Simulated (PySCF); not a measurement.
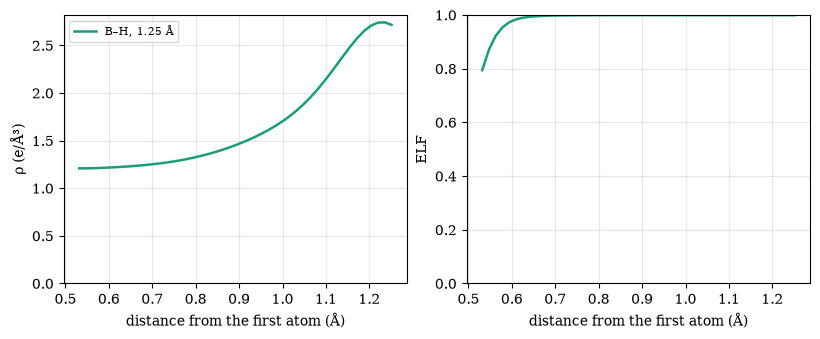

*BH. Electron density and electron localisation function along straight lines between neighbouring atoms. The curves leave out the atomic cores.*

Level of theory: PySCF 2.14.0, PBE0/6-31G(d,p), non-relativistic, at a bond length of 1.251 Å.

**What kind of bonding do the profiles show?**

B–H (1.25 Å): ρ is about 1.2 e/Å³ halfway; the ELF peaks at about 1 between the atoms (a covalent bond by its length).
